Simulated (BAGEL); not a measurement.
# singlet [SiNH2F2]+: a chain of runs

Wanted: the energy (singlet [SiNH2F2]+, HF/6-31G*), then the energy (doublet SiNH2F2, NEVPT2(3,3)/6-31G*), then the energy (doublet SiNH2F2, CASPT2(3,3)/6-31G*) of F2H2NSi. 

The calculation is run with BAGEL 1.2.2.

3 further runs of the same task are left out: 3 set aside as unsound or not needed.

**1. The system as given**

The species is [SiNH2F2]+ (6 atoms), meant as a singlet with charge +1. As SMILES of the parent species, `[NH][SiH](F)F`. The N1–H5 distance was set to 1.633 Å, away from the relaxed value. That shape belongs to the parent species and isn't relaxed for this state. At this shape a bond of the SMILES string is far longer than usual.

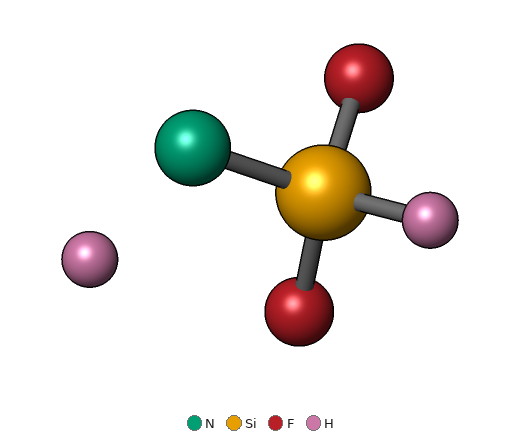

Viewed from a chosen angle; nitrogen teal, silicon amber, fluorine red, hydrogen pink.

**2. A single-point energy at HF/6-31G(d) (density fitting with svp-jkfit, spherical functions) (run 1)**

Input file job.json:

```json
{ "bagel" : [

{
  "title" : "molecule",
  "basis" : "6-31gs.json",
  "df_basis" : "svp-jkfit",
  "angstrom" : "false",
  "geometry" : [
    { "atom" : "N", "xyz" : [  1.03180558,  1.71720358, -1.33042577 ] },
    { "atom" : "Si", "xyz" : [  1.43507314, -0.63852901,  0.89321496 ] },
    { "atom" : "F", "xyz" : [  4.06311526, -1.95472325,  0.36843801 ] },
    { "atom" : "F", "xyz" : [ -0.63720053, -2.80283234,  0.76924892 ] },
    { "atom" : "H", "xyz" : [ -1.84777420,  2.18584621, -2.33664635 ] },
    { "atom" : "H", "xyz" : [  1.43356136,  0.49341694,  3.43546351 ] }
  ]
},
{ "title" : "hf", "charge" : 1 },
{ "title" : "print", "file" : "orbitals.molden", "orbitals" : "true" }

]}
```

The basis set 6-31G* is read from a file made from the Basis Set Exchange's data (not shown).

Launch:

```
$ BAGEL_NUM_THREADS=1 BAGEL job.json > job.out
```

Log:

```text
* using 1 threads per process

  ===============================================================
  ===============================================================

  *** Geometry ***

  { "atom" : "N", "xyz" : [      1.031806,      1.717204,     -1.330426 ] },
  { "atom" : "Si", "xyz" : [      1.435073,     -0.638529,      0.893215 ] },
  { "atom" : "F", "xyz" : [      4.063115,     -1.954723,      0.368438 ] },
  { "atom" : "F", "xyz" : [     -0.637201,     -2.802832,      0.769249 ] },
  { "atom" : "H", "xyz" : [     -1.847774,      2.185846,     -2.336646 ] },
  { "atom" : "H", "xyz" : [      1.433561,      0.493417,      3.435464 ] },

  Number of auxiliary basis functions:      395

  Since a DF basis is specified, we compute 2- and 3-index integrals:
    o Being stored without compression. Storage requirement is 0.013 GB

  Number of basis functions:       64
  Number of electrons      :       41

    * METHOD: MOLECULE                             0.12

  *** RHF ***

  === Nuclear Repulsion ===
   173.5183290687

      * DIIS with orbital gradients will be used.

  === RHF iteration (6-31gs.json) ===
      0       -542.70274319          0.02743374           0.03
      1       -542.87426075          0.01711273           0.03
      2       -542.95831716          0.00220457           0.03
[... 32 lines of this table left out ...]
     35       -542.96508787          0.00000001           0.03
    * SCF iteration converged.

    * Permanent dipole moment:
           (    1.793978,    -2.547295,     1.106458) a.u.

    * METHOD: HF                                   1.19

    * METHOD: PRINT                                0.01

  ===============================================================
```

Wall time 1.5 s (1 thread of Arm Neoverse V2, shared host); peak memory 0.14 GiB.

**3. Doublet neutral SiNH2F2: the energy at NEVPT2(3,3)/6-31G(d) (density fitting with svp-jkfit, spherical functions) (run 2)**

Input file input.json:

```json
{ "bagel" : [

{
  "title" : "molecule",
  "basis" : "6-31gs.json",
  "df_basis" : "svp-jkfit",
  "geometry" : [
    { "atom" : "N", "xyz" : [  1.03180558,  1.71720358, -1.33042577 ] },
    { "atom" : "Si", "xyz" : [  1.43507314, -0.63852901,  0.89321496 ] },
    { "atom" : "F", "xyz" : [  4.06311526, -1.95472325,  0.36843801 ] },
    { "atom" : "F", "xyz" : [ -0.63720053, -2.80283234,  0.76924892 ] },
    { "atom" : "H", "xyz" : [ -1.84777420,  2.18584621, -2.33664635 ] },
    { "atom" : "H", "xyz" : [  1.43356136,  0.49341694,  3.43546351 ] }
  ]
},
{ "title" : "hf", "charge" : 1 },
{ "title" : "casscf", "nstate" : 1, "nact" : 3, "nclosed" : 19, "nspin" : 1, "active" : [19, 21, 22], "maxiter" : 200, "natocc" : "true" },
{
  "title" : "nevpt2",
  "nstate" : 1,
  "nact" : 3,
  "nclosed" : 19,
  "nspin" : 1,
  "active" : [19, 21, 22],
  "maxiter" : 200,
  "natocc" : "true",
  "ncore" : 8
},
{ "title" : "print", "file" : "orbitals.molden", "orbitals" : "true" }

]}
```

The basis set 6-31G* is read from a file made from the Basis Set Exchange's data (not shown).

Launch:

```
$ BAGEL_NUM_THREADS=1 BAGEL input.json > input.out
```

Log:

```text
* using 1 threads per process

  ===============================================================
  ===============================================================

  *** Geometry ***

[... 30 lines left out ...]
    * SCF iteration converged.
[... 1 line left out ...]
    * Permanent dipole moment:
[... 28 lines left out ...]
    * Second-order optimization converged. *
[... 11 lines left out ...]
     * ci vector, state   0, <S^2> = 0.7500
[... 6 lines left out ...]
    * METHOD: CASSCF                               2.43

    * freezing 8 orbitals

  === DF-NEVPT2 calculation ===

    * 3-index integral transformation done
    * assembly done

      NEVPT2 correlation energy:   -0.5275033212      0.08

          (+0)     -0.4377985786
          (+0)'    -0.0264269311
          (+1)     -0.0109148585
          (+1)'    -0.0002420410
          (+2)     -0.0005195034
          (-1)     -0.0410025142
          (-1)'    -0.0031341374
          (-2)     -0.0074647571

      NEVPT2 total energy:       -543.9690508749

    * METHOD: NEVPT2                               0.14

    * METHOD: PRINT                                0.01

  ===============================================================
```

Run time: 4.2 s. Hardware: 1 thread of Arm Neoverse V2, shared host; peak memory 0.14 GiB.

**4. Doublet neutral SiNH2F2: the energy at CASPT2(3,3)/6-31G(d) (density fitting with svp-jkfit, spherical functions) (run 3)**

Input file calc.json:

```json
{ "bagel": [

{
  "title": "molecule",
  "basis": "6-31gs.json",
  "df_basis": "svp-jkfit",
  "angstrom": false,
  "geometry": [
    { "atom": "N", "xyz": [     1.03180558,     1.71720358,    -1.33042577 ] },
    { "atom": "Si", "xyz": [     1.43507314,    -0.63852901,     0.89321496 ] },
    { "atom": "F", "xyz": [     4.06311526,    -1.95472325,     0.36843801 ] },
    { "atom": "F", "xyz": [    -0.63720053,    -2.80283234,     0.76924892 ] },
    { "atom": "H", "xyz": [    -1.84777420,     2.18584621,    -2.33664635 ] },
    { "atom": "H", "xyz": [     1.43356136,     0.49341694,     3.43546351 ] }
  ]
},

{ "title": "hf", "charge": 1 },

{ "title": "casscf", "nstate": 1, "nact": 3, "nclosed": 19, "nspin": 1, "active": [19, 21, 22], "maxiter": 200, "natocc": true },

{ "title": "print", "file": "orbitals.molden", "orbitals": true },

{ "title": "smith", "method": "caspt2", "ms": true, "xms": true, "sssr": true, "shift": 0.2, "shift_imag": true, "ncore": 8 }

]}
```

The basis set 6-31G* is read from a file made from the Basis Set Exchange's data (not shown).

Launch:

```
$ BAGEL_NUM_THREADS=1 BAGEL calc.json > calc.out
```

Log:

```text
* using 1 threads per process

  ===============================================================
  ===============================================================

  *** Geometry ***

[... 32 lines left out ...]
    * Permanent dipole moment:
[... 40 lines left out ...]
     * ci vector, state   0, <S^2> = 0.7500
[... 24 lines left out ...]
       #      aibj      arbs      arbi      airj      risj      airs      arst      rist         Etot      error   time
[... 8 lines left out ...]
      ------------------------------------------------------------------------------------------------------------------

    * CASPT2 energy : state  0     -543.9764212170
        w/o shift correction       -543.9745396545
        reference weight              0.8739382182

    * METHOD: SMITH                                0.35

  ===============================================================
```

It took 4.2 s on 1 thread of Arm Neoverse V2, shared host; peak memory 0.14 GiB.

**5. What came out**

```
                                    quantity          value
              run 1, HF/6-31G*: total energy  -542.96509 Eh
               run 1, HF/6-31G*: HOMO energy      -20.68 eV
               run 1, HF/6-31G*: LUMO energy       -9.09 eV
             run 1, HF/6-31G*: HOMO–LUMO gap       11.59 eV
doublet neutral SiNH2F2, run 2: total energy  -543.96905 Eh
doublet neutral SiNH2F2, run 3: total energy  -543.97642 Eh
```
